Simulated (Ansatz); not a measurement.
**Geometry relaxation of Al$_{32}$H (part 3 of 3)**

Continued. System: Al$_{32}$H (defect cell, 33 atoms in the cell). Method: DFT PBE, scalar-relativistic, plane waves, PAW, PAW set soft_1, no spin polarisation (Ansatz 0.2.0); cutoff 420 eV, 2×2×2 k-mesh, Gaussian smearing of 0.05 eV. It belongs to a series of runs on one base structure; here: end point B relaxed.

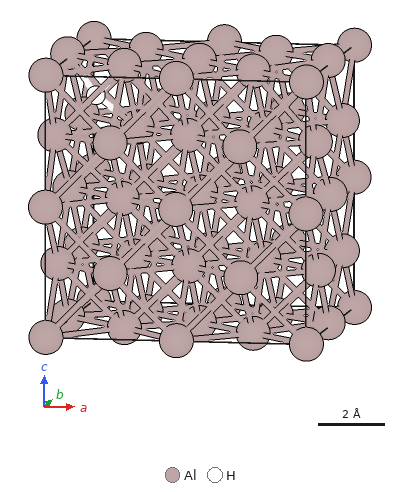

Figure 1. The geometry at step 9 of the log (ball-and-stick view of the cell of the calculation, seen slightly off an axis).

## Trajectory as extended XYZ, continued
```
33
Lattice="8.1000 0.0000 0.0000 0.0000 8.1000 0.0000 0.0000 0.0000 8.1000" Properties=species:S:1:pos:R:3:forces:R:3 step=6 energy=-17215.21956
Al    4.0764   -0.0264    0.0147    0.0168  -0.0168   0.0294
Al    6.0858    2.0383    0.0060   -0.0131   0.0110   0.0112
Al    6.0782    0.0014    2.0082   -0.0275  -0.0272  -0.0070
Al    0.0149    0.0097    0.0061    0.0111  -0.0139   0.0110
Al    2.0951    1.9549    0.0906   -0.0144   0.0144  -0.0010
Al    4.0403    4.0351    0.0061    0.0139  -0.0111   0.0110
Al    6.0510    6.0990    0.0150   -0.0173   0.0173   0.0283
Al    2.0182   -0.0299    2.0369   -0.0054  -0.0182   0.0002
Al    4.0799    2.0318    2.0369    0.0182   0.0054   0.0002
Al    6.0472    4.0416    2.0367   -0.0183  -0.0060   0.0006
Al    4.0485    0.0015    4.0669    0.0274  -0.0274   0.0068
Al    6.0472    2.0317    4.0383   -0.0184   0.0056  -0.0006
Al    6.0507   -0.0261    6.0602   -0.0169  -0.0172  -0.0288
Al   -0.0677    4.1177    0.0903    0.0072  -0.0072   0.0054
Al    2.0117    6.0642    0.0060   -0.0110   0.0131   0.0112
Al    0.0131    2.0363    2.0045    0.0107   0.0106   0.0099
Al    2.0137    4.0369    2.0045   -0.0106  -0.0107   0.0099
Al    4.0486    6.0718    2.0082    0.0272   0.0275  -0.0070
Al    0.0086   -0.0299    4.0381    0.0057  -0.0181  -0.0002
Al    2.0136    2.0364    4.0703   -0.0106   0.0106  -0.0096
Al    4.0799    4.0414    4.0381    0.0181  -0.0057  -0.0002
Al    6.0781    6.0719    4.0667   -0.0273   0.0273   0.0071
Al    2.0118    0.0095    6.0690   -0.0111  -0.0137  -0.0113
Al    4.0405    2.0382    6.0690    0.0137   0.0111  -0.0113
Al    6.0860    4.0350    6.0690   -0.0134  -0.0109  -0.0110
Al    0.0084    6.1028    2.0367    0.0060   0.0183   0.0006
Al    0.0130    4.0370    4.0706    0.0107  -0.0107  -0.0102
Al    2.0183    6.1028    4.0383   -0.0056   0.0184  -0.0006
Al   -0.0678    1.9550    5.9845    0.0104   0.0111  -0.0021
Al    2.0950    4.1178    5.9845   -0.0111  -0.0104  -0.0021
Al    4.0761    6.0993    6.0602    0.0172   0.0169  -0.0288
Al    0.0150    6.0640    6.0690    0.0109   0.0134  -0.0110
H     1.0110    3.0390    7.0875    0.0068  -0.0068  -0.0001
33
Lattice="8.1000 0.0000 0.0000 0.0000 8.1000 0.0000 0.0000 0.0000 8.1000" Properties=species:S:1:pos:R:3:forces:R:3 step=7 energy=-17212.12949 accepted=F
Al    4.1451   -0.0951    0.1877   -1.0055   1.0055  -1.7925
Al    6.0013    2.0916    0.1357    0.8207  -0.6143  -1.2397
Al    5.9949   -0.0832    1.9157    1.0543   1.0607   1.4945
Al    0.0641   -0.0676    0.1413   -0.6077   0.8153  -1.2418
Al    2.0458    2.0042    0.1874    0.4551  -0.4551  -0.7882
Al    4.1176    3.9859    0.1413   -0.8153   0.6077  -1.2418
Al    5.9926    6.1574    0.1957    0.9972  -0.9972  -1.7991
Al    1.9656   -0.1168    1.9878    0.7693   0.9141   0.8608
Al    4.1668    2.0844    1.9878   -0.9141  -0.7693   0.8608
Al    5.9641    3.9871    1.9897    0.9086   0.7600   0.8592
Al    4.1318   -0.0818    4.1615   -1.0496   1.0496  -1.4917
Al    5.9687    2.0802    4.0898    0.9039  -0.7599  -0.8607
Al    5.9903   -0.0926    5.8839    0.9991   1.0052   1.7957
Al   -0.0154    4.0654    0.2001   -0.5571   0.5571  -0.6922
Al    1.9584    6.1487    0.1357    0.6143  -0.8207  -1.2397
Al    0.0568    2.0786    2.0007   -0.5632  -0.5741   0.4703
Al    1.9714    3.9932    2.0007    0.5741   0.5632   0.4703
Al    4.1332    6.1551    1.9157   -1.0607  -1.0543   1.4945
Al    0.0673   -0.1208    4.0832   -0.7695   0.9186  -0.8557
Al    1.9699    2.0801    4.0722    0.5766  -0.5766  -0.4887
Al    4.1708    3.9827    4.0832   -0.9186   0.7695  -0.8557
Al    5.9930    6.1570    4.1581    1.0673  -1.0673  -1.5021
Al    1.9629   -0.0692    5.9355    0.6079   0.8035   1.2396
Al    4.1192    2.0871    5.9355   -0.8035  -0.6079   1.2396
Al    6.0032    3.9824    5.9374    0.8247   0.6074   1.2407
Al    0.0629    6.1859    1.9897   -0.7600  -0.9086   0.8592
Al    0.0547    3.9953    4.0755   -0.5580   0.5580  -0.4562
Al    1.9698    6.1813    4.0898    0.7599  -0.9039  -0.8607
Al   -0.0078    1.9989    5.8812   -0.5202  -0.4849   0.7540
Al    2.0511    4.0578    5.8812    0.4849   0.5202   0.7540
Al    4.1426    6.1597    5.8839   -1.0052  -0.9991   1.7957
Al    0.0676    6.1468    5.9374   -0.6074  -0.8247   1.2407
H     0.9599    3.0901    7.0860    0.0976  -0.0976  -0.0232
33
Lattice="8.1000 0.0000 0.0000 0.0000 8.1000 0.0000 0.0000 0.0000 8.1000" Properties=species:S:1:pos:R:3:forces:R:3 step=8 energy=-17215.09060 accepted=F
Al    4.0988   -0.0488    0.0178   -0.1501   0.1501  -0.1415
Al    6.0837    2.0484   -0.0064   -0.0099  -0.1156   0.0266
Al    6.0224   -0.0508    2.0670    0.3981   0.3804  -0.3253
Al    0.0265    0.0005   -0.0102   -0.1156   0.0023   0.0361
Al    2.0925    1.9575    0.0943    0.1458  -0.1458   0.0362
Al    4.0495    4.0235   -0.0102   -0.0023   0.1156   0.0361
Al    6.0191    6.1309    0.0099    0.1650  -0.1650  -0.1215
Al    2.0490   -0.0515    2.0505   -0.1804   0.0680   0.0120
Al    4.1015    2.0010    2.0505   -0.0680   0.1804   0.0120
Al    6.0220    4.0716    2.0507    0.0596  -0.1703   0.0156
Al    4.1027   -0.0527    4.0058   -0.3938   0.3938   0.3383
Al    6.0187    2.0038    4.0216    0.0734   0.1788  -0.0019
Al    6.0218   -0.0516    6.0609    0.1496   0.1615   0.1306
Al   -0.0662    4.1162    0.0840   -0.0708   0.0708  -0.0284
Al    2.0016    6.0663   -0.0064    0.1156   0.0099   0.0266
Al    0.0193    2.0436    2.0091   -0.1054  -0.1077   0.0842
Al    2.0064    4.0307    2.0091    0.1077   0.1054   0.0842
Al    4.1008    6.1276    2.0670   -0.3804  -0.3981  -0.3253
Al   -0.0249   -0.0484    4.0271    0.1738   0.0536  -0.0255
Al    2.0066    2.0434    4.0679    0.1075  -0.1075  -0.0823
Al    4.0984    4.0749    4.0271   -0.0536  -0.1738  -0.0255
Al    6.0243    6.1257    4.0089    0.3860  -0.3860   0.3151
Al    1.9984    0.0023    6.0836    0.1250   0.0015  -0.0315
Al    4.0477    2.0516    6.0836   -0.0015  -0.1250  -0.0315
Al    6.0812    4.0259    6.0832   -0.0038   0.1114  -0.0318
Al   -0.0216    6.1280    2.0507    0.1703  -0.0596   0.0156
Al    0.0200    4.0300    4.0638   -0.1065   0.1065  -0.0806
Al    2.0462    6.1313    4.0216   -0.1788  -0.0734  -0.0019
Al   -0.0721    1.9615    5.9864   -0.0917  -0.1022   0.0034
Al    2.0885    4.1221    5.9864    0.1022   0.0917   0.0034
Al    4.1016    6.1282    6.0609   -0.1615  -0.1496   0.1306
Al    0.0241    6.0688    6.0832   -0.1114   0.0038  -0.0318
H     1.0518    2.9982    7.0882   -0.0941   0.0941  -0.0202
33
Lattice="8.1000 0.0000 0.0000 0.0000 8.1000 0.0000 0.0000 0.0000 8.1000" Properties=species:S:1:pos:R:3:forces:R:3 step=9 energy=-17215.22188
Al    4.0788   -0.0288    0.0177    0.0151  -0.0151   0.0201
Al    6.0832    2.0389    0.0077   -0.0104   0.0123   0.0112
Al    6.0746   -0.0023    2.0085   -0.0246  -0.0242  -0.0030
Al    0.0154    0.0073    0.0079    0.0123  -0.0118   0.0112
Al    2.0944    1.9556    0.0915   -0.0152   0.0152   0.0081
Al    4.0427    4.0346    0.0079    0.0118  -0.0123   0.0112
Al    6.0488    6.1012    0.0182   -0.0156   0.0156   0.0190
Al    2.0183   -0.0328    2.0380   -0.0072  -0.0113  -0.0045
Al    4.0828    2.0317    2.0380    0.0113   0.0072  -0.0045
Al    6.0443    4.0417    2.0379   -0.0115  -0.0079  -0.0044
Al    4.0522   -0.0022    4.0667    0.0245  -0.0245   0.0026
Al    6.0444    2.0314    4.0373   -0.0116   0.0074   0.0043
Al    6.0485   -0.0285    6.0570   -0.0153  -0.0154  -0.0195
Al   -0.0667    4.1167    0.0916    0.0043  -0.0043   0.0170
Al    2.0111    6.0668    0.0077   -0.0123   0.0104   0.0112
Al    0.0132    2.0365    2.0075    0.0153   0.0152   0.0007
Al    2.0135    4.0368    2.0075   -0.0152  -0.0153   0.0007
Al    4.0523    6.0754    2.0085    0.0242   0.0246  -0.0030
Al    0.0086   -0.0330    4.0369    0.0076  -0.0111   0.0046
Al    2.0135    2.0365    4.0673   -0.0152   0.0152  -0.0006
Al    4.0830    4.0414    4.0369    0.0111  -0.0076   0.0046
Al    6.0744    6.0756    4.0663   -0.0243   0.0243   0.0033
Al    2.0112    0.0071    6.0672   -0.0122  -0.0117  -0.0114
Al    4.0429    2.0388    6.0672    0.0117   0.0122  -0.0114
Al    6.0834    4.0344    6.0673   -0.0107  -0.0124  -0.0111
Al    0.0083    6.1057    2.0379    0.0079   0.0115  -0.0044
Al    0.0131    4.0369    4.0677    0.0154  -0.0154  -0.0009
Al    2.0186    6.1056    4.0373   -0.0074   0.0116   0.0043
Al   -0.0666    1.9555    5.9834    0.0087   0.0107  -0.0125
Al    2.0945    4.1166    5.9834   -0.0107  -0.0087  -0.0125
Al    4.0785    6.1015    6.0570    0.0154   0.0153  -0.0195
Al    0.0156    6.0666    6.0673    0.0124   0.0107  -0.0111
H     1.0095    3.0405    7.0875    0.0105  -0.0105   0.0000
33
Lattice="8.1000 0.0000 0.0000 0.0000 8.1000 0.0000 0.0000 0.0000 8.1000" Properties=species:S:1:pos:R:3:forces:R:3 step=10 energy=-17215.20659 accepted=F
Al    4.0897   -0.0397    0.0344   -0.0823   0.0823  -0.0813
Al    6.0710    2.0456    0.0182    0.0674  -0.0404  -0.0287
Al    6.0528   -0.0235    2.0101    0.1118   0.1100   0.0123
Al    0.0220   -0.0056    0.0182   -0.0402   0.0670  -0.0278
Al    2.0875    1.9625    0.1015    0.0367  -0.0367  -0.0156
Al    4.0556    4.0280    0.0182   -0.0670   0.0402  -0.0278
Al    6.0368    6.1132    0.0340    0.0822  -0.0822  -0.0774
Al    2.0158   -0.0457    2.0402    0.0355   0.0689  -0.0158
Al    4.0957    2.0342    2.0402   -0.0689  -0.0355  -0.0158
Al    6.0306    4.0388    2.0410    0.0690   0.0372  -0.0182
Al    4.0736   -0.0236    4.0649   -0.1106   0.1106  -0.0125
Al    6.0309    2.0341    4.0345    0.0685  -0.0357   0.0169
Al    6.0369   -0.0400    6.0408    0.0816   0.0830   0.0795
Al   -0.0614    4.1114    0.1027   -0.0331   0.0331  -0.0205
Al    2.0044    6.0790    0.0182    0.0404  -0.0674  -0.0287
Al    0.0191    2.0424    2.0191   -0.0514  -0.0517  -0.0486
Al    2.0076    4.0309    2.0191    0.0517   0.0514  -0.0486
Al    4.0735    6.0972    2.0101   -0.1100  -0.1118   0.0123
Al    0.0112   -0.0460    4.0344   -0.0367   0.0692   0.0168
Al    2.0075    2.0425    4.0561    0.0516  -0.0516   0.0474
Al    4.0960    4.0388    4.0344   -0.0692   0.0367   0.0168
Al    6.0529    6.0971    4.0648    0.1114  -0.1114  -0.0120
Al    2.0045   -0.0056    6.0566    0.0410   0.0666   0.0293
Al    4.0556    2.0455    6.0566   -0.0666  -0.0410   0.0293
Al    6.0710    4.0279    6.0570    0.0682   0.0397   0.0274
Al    0.0112    6.1194    2.0410   -0.0372  -0.0690  -0.0182
Al    0.0191    4.0309    4.0558   -0.0516   0.0516   0.0499
Al    2.0159    6.1191    4.0345    0.0357  -0.0685   0.0169
Al   -0.0610    1.9620    5.9731   -0.0360  -0.0341   0.0175
Al    2.0880    4.1110    5.9731    0.0341   0.0360   0.0175
Al    4.0900    6.1131    6.0408   -0.0830  -0.0816   0.0795
Al    0.0221    6.0790    6.0570   -0.0397  -0.0682   0.0274
H     1.0141    3.0359    7.0872   -0.0035   0.0035   0.0009
33
Lattice="8.1000 0.0000 0.0000 0.0000 8.1000 0.0000 0.0000 0.0000 8.1000" Properties=species:S:1:pos:R:3:forces:R:3 step=11 energy=-17215.22389
Al    4.0803   -0.0303    0.0211    0.0104  -0.0104   0.0068
Al    6.0815    2.0405    0.0101   -0.0063   0.0068   0.0055
Al    6.0706   -0.0061    2.0083   -0.0152  -0.0151   0.0046
Al    0.0170    0.0053    0.0102    0.0069  -0.0071   0.0055
Al    2.0927    1.9573    0.0937   -0.0096   0.0096   0.0071
Al    4.0447    4.0330    0.0102    0.0071  -0.0069   0.0055
Al    6.0469    6.1031    0.0214   -0.0108   0.0108   0.0064
Al    2.0176   -0.0349    2.0377   -0.0033  -0.0069  -0.0005
Al    4.0849    2.0324    2.0377    0.0069   0.0033  -0.0005
Al    6.0420    4.0409    2.0378   -0.0070  -0.0035  -0.0006
Al    4.0560   -0.0060    4.0668    0.0152  -0.0152  -0.0049
Al    6.0422    2.0322    4.0374   -0.0072   0.0035   0.0004
Al    6.0468   -0.0302    6.0537   -0.0106  -0.0106  -0.0066
Al   -0.0657    4.1157    0.0942    0.0044  -0.0044   0.0108
Al    2.0095    6.0685    0.0101   -0.0068   0.0063   0.0055
Al    0.0146    2.0379    2.0090    0.0106   0.0106  -0.0012
Al    2.0121    4.0354    2.0090   -0.0106  -0.0106  -0.0012
Al    4.0561    6.0794    2.0083    0.0151   0.0152   0.0046
Al    0.0093   -0.0350    4.0371    0.0033  -0.0067   0.0007
Al    2.0121    2.0379    4.0659   -0.0105   0.0105   0.0011
Al    4.0850    4.0407    4.0371    0.0067  -0.0033   0.0007
Al    6.0706    6.0794    4.0666   -0.0150   0.0150  -0.0044
Al    2.0096    0.0052    6.0648   -0.0068  -0.0071  -0.0055
Al    4.0448    2.0404    6.0648    0.0071   0.0068  -0.0055
Al    6.0816    4.0328    6.0649   -0.0064  -0.0069  -0.0055
Al    0.0091    6.1080    2.0378    0.0035   0.0070  -0.0006
Al    0.0146    4.0354    4.0661    0.0107  -0.0107   0.0012
Al    2.0178    6.1078    4.0374   -0.0035   0.0072   0.0004
Al   -0.0654    1.9571    5.9811    0.0062   0.0076  -0.0090
Al    2.0929    4.1154    5.9811   -0.0076  -0.0062  -0.0090
Al    4.0802    6.1032    6.0537    0.0106   0.0106  -0.0066
Al    0.0172    6.0684    6.0649    0.0069   0.0064  -0.0055
H     1.0111    3.0389    7.0874    0.0054  -0.0054   0.0002
33
Lattice="8.1000 0.0000 0.0000 0.0000 8.1000 0.0000 0.0000 0.0000 8.1000" Properties=species:S:1:pos:R:3:forces:R:3 step=12 energy=-17215.22392
Al    4.0836   -0.0336    0.0243   -0.0146   0.0146  -0.0062
Al    6.0785    2.0425    0.0135    0.0114  -0.0074  -0.0040
Al    6.0641   -0.0126    2.0116    0.0183   0.0182  -0.0067
Al    0.0192    0.0016    0.0135   -0.0073   0.0117  -0.0041
Al    2.0900    1.9600    0.0983    0.0086  -0.0086  -0.0047
Al    4.0484    4.0308    0.0135   -0.0117   0.0073  -0.0041
Al    6.0428    6.1072    0.0241    0.0150  -0.0150  -0.0057
Al    2.0171   -0.0385    2.0387    0.0046   0.0119  -0.0040
Al    4.0885    2.0329    2.0387   -0.0119  -0.0046  -0.0040
Al    6.0380    4.0404    2.0388    0.0122   0.0049  -0.0043
Al    4.0626   -0.0126    4.0634   -0.0182   0.0182   0.0069
Al    6.0380    2.0330    4.0362    0.0121  -0.0048   0.0042
Al    6.0429   -0.0337    6.0508    0.0148   0.0149   0.0059
Al   -0.0635    4.1135    0.0984   -0.0067   0.0067  -0.0063
Al    2.0075    6.0715    0.0135    0.0074  -0.0114  -0.0040
Al    0.0174    2.0408    2.0108   -0.0108  -0.0107  -0.0034
Al    2.0092    4.0326    2.0108    0.0107   0.0108  -0.0034
Al    4.0626    6.0859    2.0116   -0.0182  -0.0183  -0.0067
Al    0.0095   -0.0385    4.0363   -0.0047   0.0119   0.0041
Al    2.0093    2.0407    4.0643    0.0107  -0.0107   0.0033
Al    4.0885    4.0405    4.0363   -0.0119   0.0047   0.0041
Al    6.0641    6.0859    4.0635    0.0182  -0.0182   0.0067
Al    2.0075    0.0017    6.0615    0.0073   0.0115   0.0042
Al    4.0483    2.0425    6.0615   -0.0115  -0.0073   0.0042
Al    6.0784    4.0308    6.0615    0.0115   0.0073   0.0038
Al    0.0096    6.1120    2.0388   -0.0049  -0.0122  -0.0043
Al    0.0175    4.0325    4.0642   -0.0109   0.0109   0.0035
Al    2.0170    6.1120    4.0362    0.0048  -0.0121   0.0042
Al   -0.0636    1.9599    5.9767   -0.0075  -0.0077   0.0054
Al    2.0901    4.1136    5.9767    0.0077   0.0075   0.0054
Al    4.0837    6.1071    6.0508   -0.0149  -0.0148   0.0059
Al    0.0192    6.0716    6.0615   -0.0073  -0.0115   0.0038
H     1.0141    3.0359    7.0875   -0.0020   0.0020   0.0000
```

## Results in brief

- outcome: converged
- electrons treated: 97
- free energy: −17215.2239 eV
- Fermi energy: 7.532 eV
- final volume: 531.44 Å³
- largest force (length of the vector) at the end: 0.027 eV/Å
- hardware: 2 threads of Arm Neoverse V1, 24 GiB of memory available, shared host
- wall time: 71 s (CPU time 2.3 min)
- peak memory: 0.94 GiB

## Notes

The program warns: the structure was made exactly symmetric.
